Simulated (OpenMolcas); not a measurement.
# One shape, several levels: C3H10OSi (trimethylsilanol)

Aim: a comparison of 6 runs (HF/3-21G, HF/6-31G*, BHLYP/6-31G*, M06-L/6-31G*, PBE/6-31G*, B3LYP/6-31G*) of C3H10OSi (trimethylsilanol). 

Program for the calculation: OpenMolcas 26.06.

## (1) The structure to begin with

C3H10OSi: 15 atoms, total charge 0, spin state singlet. SMILES: `C[Si](C)(C)O`. The coordinates come from a PBE0-D4/def2-TZVP relaxation. This is one conformer, not always the lowest.

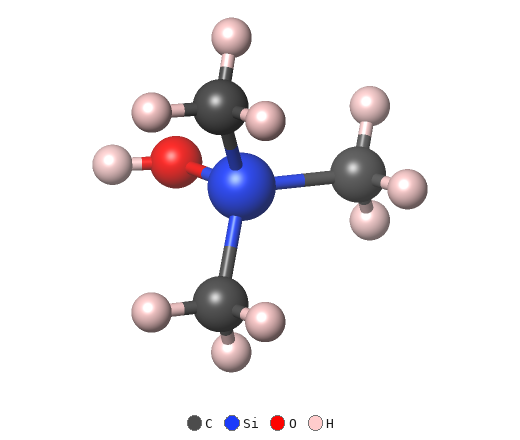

The structure, seen from a chosen angle (carbon dark grey, silicon blue, oxygen red, hydrogen pink).

## (2) Energy and forces at HF/3-21G (run 1)

Input file job.inp:

```
* C3H10OSi Hartree-Fock
&gateway
baslib
$CurrDir
basisset
C.3-21G....
C1 -1.759880 0.191150 0.071540 angstrom
C3 0.959910 0.370300 1.442320 angstrom
C4 0.639300 -1.339490 -1.093220 angstrom
End of Basis
basisset
Si.3-21G....
Si2 0.089930 0.200980 -0.204700 angstrom
End of Basis
basisset
O.3-21G....
O5 0.516200 1.448090 -1.213440 angstrom
End of Basis
basisset
H.3-21G....
H6 -2.095970 1.106050 0.568270 angstrom
H7 -2.057470 -0.651720 0.702020 angstrom
H8 -2.296730 0.107790 -0.876880 angstrom
H9 0.664600 1.288070 1.959260 angstrom
H10 2.044780 0.393380 1.311290 angstrom
H11 0.718200 -0.468650 2.101280 angstrom
H12 0.405110 -2.234400 -0.510590 angstrom
H13 1.717690 -1.322690 -1.268870 angstrom
H14 0.142180 -1.426990 -2.062380 angstrom
H15 0.312140 2.338130 -0.925910 angstrom
End of Basis
&seward
&scf
thresholds
1e-10 1e-07 1e-07 1e-05
prorbitals
1
&alaska
```

The basis set 3-21G is read from a file made from the Basis Set Exchange's data (not shown).

The run is started by

```
$ export MOLCAS_MEM=1860
$ pymolcas job.inp > job.log
```

Output:

```text
--- Start Module: gateway ---
[...]
--- Stop Module: gateway /rc=_RC_ALL_IS_WELL_ ---
[...]
      Basis functions           69
[...]
--- Start Module: scf ---
[...]
       Convergence after  12 Iterations
[...]
::    Total SCF energy                               -480.7142748729
[...]
      Total spin, S                                     0.0000000000
[...]
      Total electronic charge=   50.000000
      Total            charge=   -0.000000
[...]
      Dipole Moment (debye):
      Origin of the operator (angstrom)=    0.0932    0.2062   -0.2119
                   X= -8.2478E-01               Y=  5.4014E-01               Z=  1.5636E+00           Total=  1.8485E+00
      Quadrupole Moment (debye*angstrom):
[...]
--- Stop Module: scf /rc=_RC_ALL_IS_WELL_ ---
[...]
--- Start Module: alaska ---
[...]
 *              Molecular gradients               *
 **************************************************
  Irreducible representation: a
 ------------------------------------------------------------------------------------------
                              X                       Y                       Z
 ------------------------------------------------------------------------------------------
  C1                1.68671026668594E-02    8.01865338314195E-05   -3.03564141331059E-03
  C3               -7.51290186505305E-03   -1.52687789269024E-03   -1.53275695886261E-02
  C4               -4.16179000956474E-03    1.59293580638851E-02    6.17147947464103E-03
  SI2              -7.69648361809150E-04    1.31147947917145E-02   -2.08428884652001E-04
  O5               -1.95556598299440E-03   -1.48133476894809E-02    5.82937505778247E-03
  H6                2.16975270031838E-04    4.20378165855961E-03    1.92865523370767E-03
  H7               -6.66127215864787E-04   -3.74791907538397E-03    2.76217379854860E-03
  H8               -1.60460980306576E-03   -3.30679982462223E-04   -4.73584808809369E-03
[...]
--- Stop Module: alaska /rc=_RC_ALL_IS_WELL_ ---
[...]
```

Wall time 8.7 s (1 thread of Intel Xeon Platinum 8259CL at 2.50GHz (Skylake/Cascade Lake), shared host); peak memory 0.41 GiB.

## (3) Energy and gradient at HF/6-31G(d) (spherical functions) (run 2)

Input file run.input:

```
&GATEWAY
 BasLib
 $CurrDir
 Coord
 15
 angstrom
 C       -1.759880       0.191150       0.071540
 Si       0.089930       0.200980      -0.204700
 C        0.959910       0.370300       1.442320
 C        0.639300      -1.339490      -1.093220
 O        0.516200       1.448090      -1.213440
 H       -2.095970       1.106050       0.568270
 H       -2.057470      -0.651720       0.702020
 H       -2.296730       0.107790      -0.876880
 H        0.664600       1.288070       1.959260
 H        2.044780       0.393380       1.311290
 H        0.718200      -0.468650       2.101280
 H        0.405110      -2.234400      -0.510590
 H        1.717690      -1.322690      -1.268870
 H        0.142180      -1.426990      -2.062380
 H        0.312140       2.338130      -0.925910
 Basis
 6-31Gs
 Group
 NoSym

&SEWARD

&SCF
 Thresholds
 1e-10 1e-07 1e-07 1e-05
 PrOrbitals
 1 1

&ALASKA
```

The basis set 6-31G* is read from a file made from the Basis Set Exchange's data (not shown).

The run is started by

```
$ export MOLCAS_MEM=1860
$ pymolcas run.input > run.log
```

Output:

```text
--- Start Module: gateway ---
[...]
--- Stop Module: gateway /rc=_RC_ALL_IS_WELL_ ---
[...]
      Basis functions           94
[...]
--- Start Module: scf ---
[...]
       Convergence after  12 Iterations
[...]
::    Total SCF energy                               -483.2759557172
[...]
      Total spin, S                                     0.0000000000
[...]
      Total electronic charge=   50.000000
      Total            charge=   -0.000000
[...]
      Dipole Moment (debye):
      Origin of the operator (angstrom)=    0.0932    0.2062   -0.2119
                   X= -6.8812E-01               Y=  5.2563E-01               Z=  1.2946E+00           Total=  1.5575E+00
      Quadrupole Moment (debye*angstrom):
[...]
--- Stop Module: scf /rc=_RC_ALL_IS_WELL_ ---
[...]
--- Start Module: alaska ---
[...]
 *              Molecular gradients               *
 **************************************************
  Irreducible representation: a
 ------------------------------------------------------------------------------------------
                              X                       Y                       Z
 ------------------------------------------------------------------------------------------
  C1                8.37395644944294E-03   -2.20282054542525E-04   -1.24841370340878E-03
  SI2              -1.81597449924320E-03   -1.67501431867789E-03    3.81193363685117E-03
  C3               -3.90777952117727E-03   -1.03122431387903E-03   -7.44232548755619E-03
  C4               -2.25763987779182E-03    7.58588756246503E-03    3.48406847224236E-03
  O5                2.65800639423119E-03   -1.38751084292021E-02   -3.43989684236234E-03
  H6                5.52628474153050E-05    3.79059502768797E-03    1.93272906884800E-03
  H7               -1.75882790420578E-04   -3.55190187802323E-03    2.53038979678211E-03
  H8               -1.18499107881487E-03   -3.93197949719148E-04   -4.35023464661866E-03
[...]
--- Stop Module: alaska /rc=_RC_ALL_IS_WELL_ ---
[...]
```

Wall time 20 s (1 thread of Intel Xeon Platinum 8259CL at 2.50GHz (Skylake/Cascade Lake), shared host); peak memory 0.52 GiB.

Runs 3 to 5 aren't shown in full; the table further down has their settings and results.

## (4) Energy and gradient at B3LYP/6-31G(d) (Cartesian functions) (run 6)

Input file calc.input:

```
* C3H10OSi Kohn-Sham DFT

&GATEWAY
  BasLib=$CurrDir
  Coord
  15
  angstrom
  C       -1.759880       0.191150       0.071540
  Si       0.089930       0.200980      -0.204700
  C        0.959910       0.370300       1.442320
  C        0.639300      -1.339490      -1.093220
  O        0.516200       1.448090      -1.213440
  H       -2.095970       1.106050       0.568270
  H       -2.057470      -0.651720       0.702020
  H       -2.296730       0.107790      -0.876880
  H        0.664600       1.288070       1.959260
  H        2.044780       0.393380       1.311290
  H        0.718200      -0.468650       2.101280
  H        0.405110      -2.234400      -0.510590
  H        1.717690      -1.322690      -1.268870
  H        0.142180      -1.426990      -2.062380
  H        0.312140       2.338130      -0.925910
  Basis=6-31Gs
  Group=NoSym

&SEWARD
  GridInput
  Grid=UltraFine
  End of Grid

&SCF
  KSDFT=B3LYP
  Thresholds=1e-10 1e-07 1e-07 1e-05
  PrOrbitals=1

&ALASKA
```

The basis set 6-31G* is read from a file made from the Basis Set Exchange's data (not shown).

The run is started by

```
$ export MOLCAS_MEM=1860
$ pymolcas calc.input > calc.log
```

Output:

```text
--- Start Module: gateway ---
[...]
--- Stop Module: gateway /rc=_RC_ALL_IS_WELL_ ---
[...]
      Basis functions           99
[...]
--- Start Module: scf ---
[...]
       Convergence after  13 Iterations
[...]
::    Total KS-DFT energy                            -485.1324490040
[...]
      Total spin, S                                     0.0000000000
[...]
      Total electronic charge=   50.000000
      Total            charge=   -0.000000
[...]
      Dipole Moment (debye):
      Origin of the operator (angstrom)=    0.0932    0.2062   -0.2119
                   X= -6.2511E-01               Y=  4.7406E-01               Z=  1.1765E+00           Total=  1.4141E+00
      Quadrupole Moment (debye*angstrom):
[...]
--- Stop Module: scf /rc=_RC_ALL_IS_WELL_ ---
[...]
--- Start Module: alaska ---
[...]
 *              Molecular gradients               *
 **************************************************
  Irreducible representation: a
 ------------------------------------------------------------------------------------------
                              X                       Y                       Z
 ------------------------------------------------------------------------------------------
  C1                2.79308795572852E-03    3.14725159049761E-04   -6.06478942660305E-04
  SI2               1.38974869771258E-03    3.43502088799275E-03   -3.21404090608413E-03
  C3               -1.18997319451353E-03    4.56253054427203E-05   -2.62427593010628E-03
  C4               -7.11873652875727E-04    2.32020851992587E-03    1.11843274182988E-03
  O5               -5.54257279664139E-03   -1.35115083750570E-03    1.11694687206008E-02
  H6                1.60737690752666E-03   -1.61604745579647E-03   -1.03149178267437E-03
  H7                1.42752210443819E-03    1.55091509501082E-03   -1.30176443223462E-03
  H8                1.65113101475622E-03    1.65980624338757E-04    1.51034369684488E-03
[...]
--- Stop Module: alaska /rc=_RC_ALL_IS_WELL_ ---
[...]
```

It took 2 min on 1 thread of Intel Xeon Platinum 8259CL at 2.50GHz (Skylake/Cascade Lake), shared host; peak memory 0.55 GiB.

## (5) All runs side by side

| run | level | integration grid | Cartesian functions | energy (Eh) | dipole moment (D) | HOMO energy (eV) | LUMO energy (eV) | wall time |
| --- | --- | --- | --- | --- | --- | --- | --- | --- |
| 1 | HF/3-21G | – | no | -480.714275 | 1.85 | -11.21 | 6.13 | 8.7 s |
| 2 | HF/6-31G* (spherical functions) | – | no | -483.275956 | 1.56 | -11.31 | 5.20 | 20 s |
| 3 | BHLYP/6-31G* (spherical functions) | UltraFine | no | -484.988788 | 1.48 | -9.12 | 2.71 | 1.9 min |
| 4 | M06-L/6-31G* (spherical functions) | UltraFine | no | -485.069205 | 1.39 | -6.55 | 1.66 | 2.4 min |
| 5 | PBE/6-31G* (spherical functions) | UltraFine | no | -484.685843 | 1.36 | -6.15 | 0.93 | 2.1 min |
| 6 | B3LYP/6-31G* (Cartesian functions) | UltraFine | yes | -485.132449 | 1.41 | -7.44 | 1.50 | 2 min |

## (6) What came out

| quantity | value |
| --- | --- |
| run 6: total energy | -485.13245 Eh |
| run 6: dipole moment | 1.41 D |
| run 6: HOMO energy | -7.44 eV |
| run 6: LUMO energy | 1.50 eV |
| run 6: HOMO–LUMO gap | 8.93 eV |
| run 6: largest force on an atom | 0.645 eV/Å |

What this shows: The dipole moment (its size) runs from 1.36 D (PBE/6-31G*) to 1.85 D (HF/3-21G). The two ends differ in method and basis. The HOMO–LUMO gap runs from 7.08 eV (PBE/6-31G*) to 17.34 eV (HF/3-21G). Totals of different functionals can't be ranked against each other. All runs together took 8.8 min, the longest 2.4 min.
